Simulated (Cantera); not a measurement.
Feed: 1 mol SiC, 0.015 mol H₂O, a varied amount of N₂, held at 1798 K and 82.0 Pa.

Method: chemical equilibrium by Gibbs-energy minimisation in Cantera with the NASA 1993 tables (ideal gas, pure condensed phases). Candidate condensed phases: C, C₆H₆, C₇H₈, C₈H₁₈, H₂O, Si, SiC, SiO₂, Si₂N₂O, Si₃N₄; 151 gas species. The numbers say what is thermodynamically allowed, not how fast it happens.

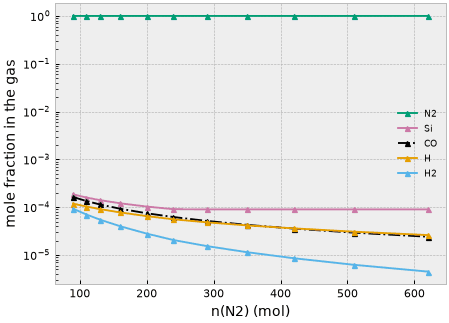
Figure. Equilibrium gas composition (values under 1e-9 drawn at 1e-9)

Problem. Read off the mole fractions at 110 mol N₂.

Solution. N₂ about 1.00, Si about 0.00016, CO about 0.00013, H about 0.00010, H₂ about 7.0e-5.
